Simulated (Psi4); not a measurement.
**OH− (SMILES [OH-]) at HF/aug-cc-pVTZ**

What is the energy change on altering one bond length of OH− at HF/aug-cc-pVTZ? 

The results are computed with Psi4 1.11.

2 further runs of the same task are left out: 2 set aside as unsound or not needed.

### Step 1. The system as given

OH−: 2 atoms, total charge -1, spin state singlet. SMILES: `[OH-]`. The shape is that of a PBE0-D4/def2-TZVPD optimisation.

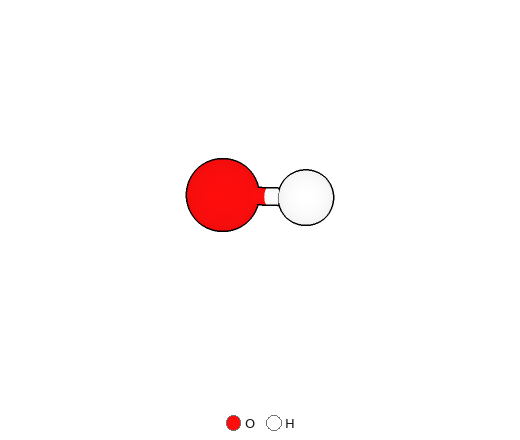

The structure, seen from a chosen angle (oxygen red, hydrogen white).

### Step 2. Energy and gradient at HF/aug-cc-pVTZ

job.inp

```
memory 1.6 GB

molecule mol {
  -1 1
  O      0.411800    -0.131800     0.212500
  H     -0.411800     0.131800    -0.212500
  symmetry c1
  no_reorient
  no_com
}

set {
  basis aug-cc-pVTZ
  puream true
  e_convergence 1e-09
  d_convergence 1e-08
  scf_type pk
}

energy_value, wavefunction = gradient('scf', return_wfn=True)
oeprop(wavefunction, 'LOWDIN_CHARGES', 'MULLIKEN_CHARGES', 'WIBERG_LOWDIN_INDICES', title='SCF')
```

Command:

```
$ psi4 -i job.inp -o job.out -n 1
```

job.out:

```text
[...]
  Running in c1 symmetry.
[...]
  Nuclear repulsion =    4.393567039872163
[...]
  Multiplicity = 1
[...]
  Nalpha       = 5
  Nbeta        = 5
[...]
    Number of basis functions: 69
[...]
   @RHF iter   1:   -75.21014757851361   -5.56442e-01   9.94420e-03 ADIIS/DIIS
[...]
   @RHF iter  10:   -75.41219498836097   -1.69678e-11   4.79576e-09 DIIS
[...]
    Orbital Energies [Eh]
    ---------------------
    Doubly Occupied:
       1A    -20.186844     2A     -0.902899     3A     -0.251617
       4A     -0.108868     5A     -0.108868
[...]
  @RHF Final Energy:   -75.41219498836097
   => Energetics <=
    Nuclear Repulsion Energy =              4.3935670398721633
    One-Electron Energy =                -116.4933336413964469
    Two-Electron Energy =                  36.6875716131633141
    Total Energy =                        -75.4121949883609659
[...]
 Multipole Moments:
 ------------------------------------------------------------------------------------
     Multipole            Electronic (a.u.)      Nuclear  (a.u.)        Total (a.u.)
 ------------------------------------------------------------------------------------
 L = 1.  Multiply by 2.5417464519 to convert [e a0] to [Debye]
 Dipole X            :         -6.5567889            5.4473245           -1.1094644
 Dipole Y            :          2.0985546           -1.7434613            0.3550933
 Dipole Z            :         -3.3834814            2.8109676           -0.5725138
 Magnitude           :                                                    1.2979886
[...]
  -Total Gradient:
     Atom            X                  Y                   Z
    ------   -----------------  -----------------  -----------------
       1        0.017704842525    -0.005666581459     0.009136180273
       2       -0.017704842525     0.005666581459    -0.009136180273
[...]
  Mulliken Charges: (a.u.)
   Center  Symbol    Alpha    Beta     Spin     Total
       1     O     4.54491  4.54491  0.00000 -1.08982
       2     H     0.45509  0.45509  0.00000  0.08982
   Total alpha =  5.00000, Total beta =  5.00000, Total charge = -1.00000
  Lowdin Charges: (a.u.)
   Center  Symbol    Alpha    Beta     Spin     Total
       1     O     3.98156  3.98156  0.00000  0.03688
       2     H     1.01844  1.01844  0.00000 -1.03688
  Total alpha =  5.00000, Total beta =  5.00000, Total charge = -1.00000
[...]
```

It took 2.2 s on 1 thread of Intel Xeon 6975P-C (Granite Rapids), shared host; peak memory 0.26 GiB.

### Step 3. The distorted shape: a single-point energy at HF/aug-cc-pVTZ

job.in

```
memory 1600 mb

molecule system {
  -1 1
  O      0.823580    -0.263594     0.424990
  H     -0.411800     0.131800    -0.212500
  symmetry c1
  no_reorient
  no_com
}

set basis aug-cc-pVTZ
set reference rhf
set puream true
set e_convergence 1e-09
set d_convergence 1e-08
set scf_type pk

E, wfn = energy('scf', return_wfn=True)
oeprop(wfn, 'DIPOLE', 'WIBERG_LOWDIN_INDICES', 'MULLIKEN_CHARGES')
print_variables()
```

Command:

```
$ psi4 -i job.in -o job.out -n 1
```

job.out:

```text
[...]
  Running in c1 symmetry.
[...]
  Nuclear repulsion =    2.929091603626577
[...]
  Multiplicity = 1
[...]
  Nalpha       = 5
  Nbeta        = 5
[...]
    Number of basis functions: 69
[...]
   @RHF iter   1:   -75.01309188381745   -5.91066e-01   1.08697e-02 DIIS/ADIIS
[...]
   @RHF iter  13:   -75.31849094794076   -7.38964e-13   8.81724e-10 DIIS
[...]
    Orbital Energies [Eh]
    ---------------------
    Doubly Occupied:
       1A    -20.262426     2A     -0.865568     3A     -0.156727
       4A     -0.148647     5A     -0.148647
[...]
  @RHF Final Energy:   -75.31849094794076
   => Energetics <=
    Nuclear Repulsion Energy =              2.9290916036265768
    One-Electron Energy =                -113.3311325500167470
    Two-Electron Energy =                  35.0835499984494135
    Total Energy =                        -75.3184909479407594
[...]
 Multipole Moments:
 ------------------------------------------------------------------------------------
     Multipole            Electronic (a.u.)      Nuclear  (a.u.)        Total (a.u.)
 ------------------------------------------------------------------------------------
 L = 1.  Multiply by 2.5417464519 to convert [e a0] to [Debye]
 Dipole X            :        -12.9493671           11.6725359           -1.2768311
 Dipole Y            :          4.1445589           -3.7358978            0.4086610
 Dipole Z            :         -6.6822310            6.0233508           -0.6588801
 Magnitude           :                                                    1.4937954
[...]
  Mulliken Charges: (a.u.)
   Center  Symbol    Alpha    Beta     Spin     Total
       1     O     4.47009  4.47009  0.00000 -0.94018
       2     H     0.52991  0.52991  0.00000 -0.05982
   Total alpha =  5.00000, Total beta =  5.00000, Total charge = -1.00000
  Wiberg Bond Indices using Orthogonal Lowdin Orbitals:
[...]
```

Run time: 1.5 s. Hardware: 1 thread of Intel Xeon 6975P-C (Granite Rapids), shared host; peak memory 0.25 GiB.

### Step 4. What came out

At HF/aug-cc-pVTZ:

```
                                                              quantity         value
                                             first shape: total energy  -75.41219 Eh
                                              first shape: HOMO energy      -2.96 eV
                                              first shape: LUMO energy       4.86 eV
    first shape: HOMO–LUMO gap (to an unbound level, set by the basis)       7.82 eV
                                 first shape: largest force on an atom    1.065 eV/Å
                                         distorted shape: total energy  -75.31849 Eh
                                          distorted shape: HOMO energy      -4.04 eV
                                          distorted shape: LUMO energy       4.97 eV
distorted shape: HOMO–LUMO gap (to an unbound level, set by the basis)       9.02 eV
     energy change with the O1–H2 bond stretched from 0.964 to 1.445 Å      2.550 eV
```

With the O1–H2 bond stretched from 0.964 to 1.445 Å the energy rises by 2.55 eV (246 kJ/mol). The first shape isn't relaxed at this level, so the change isn't measured from a minimum. The largest force (first shape) is 1.07 eV/Å: the shape isn't a stationary point for this species at this level.
